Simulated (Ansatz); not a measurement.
# Fields on a plane of Bi2Se3 (Bi2Te3 type, space group R-3m)

```yaml
crystal:
  lattice:
    - [2.07220, 1.19638, 9.48183]
    - [-2.07220, 1.19638, 9.48183]
    - [0.00000, -2.39277, 9.48183]
  atoms:
    - { symbol: Bi, position: [0.40088, 0.40088, 0.40088] }
    - { symbol: Bi, position: [0.59912, 0.59912, 0.59912] }
    - { symbol: Se, position: [0.00000, 0.00000, 0.00000] }
    - { symbol: Se, position: [0.21052, 0.21052, 0.21052] }
    - { symbol: Se, position: [0.78948, 0.78948, 0.78948] }
```

The slice is a (0001) plane (indices of the conventional cell) through the point (0.599, 0.599, 0.599) (fractional), spanned by u = [1 0 -1] and v = [-1 2 -1] in vectors of this cell: u (4.14 Å) and v (7.18 Å, at 90° to u). It covers one period; positions are fractions (u, v).

Atoms on it: Bi at (0.00, 0.00); Bi at (0.50, 0.50).

Computed with PBE-D3(BJ) (plane waves to 420 eV, PAW, scalar-relativistic; Ansatz, a program for electronic structure). k mesh 9×9×9. These are valence fields of a PAW run, semicore shells included where kept as valence: close to a nucleus they are smooth pseudo fields. Bi2Se3 was relaxed with its symmetry unable to fall. Spin-orbit coupling is left out, though Bi is heavy. The PAW data are Ansatz's earlier set.

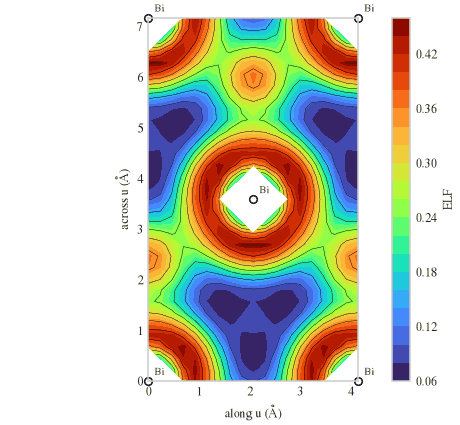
Figure: Electron localisation function (ELF), one period of the plane, atoms marked. Points within 0.5 Å of a nucleus are left white, as the pseudised field means little there.

```tsv
v \ u	0.00	0.17	0.33	0.50	0.67	0.83
0.88	x	<-2.0	4.1	5.6	4.1	<-2.0
0.75	4.9	5.4	5.4	4.9	5.4	5.4
0.62	5.9	4.0	<-2.0	x	<-2.0	4.0
0.50	5.6	0.7	x	x	x	0.7
0.38	5.6	4.1	<-2.0	x	<-2.0	4.1
0.25	4.9	5.4	5.4	4.9	5.4	5.4
0.12	x	<-2.0	4.0	5.9	4.0	<-2.0
0.00	x	x	0.7	5.6	0.7	x
```

Values: electrostatic potential energy of an electron, from the cell's mean, in eV. Points within 1 Å of a nucleus are blanked (x), as the pseudised field means little there. Values under -2 eV are set to -2. The zero, the cell's mean, hangs on the PAW cores.
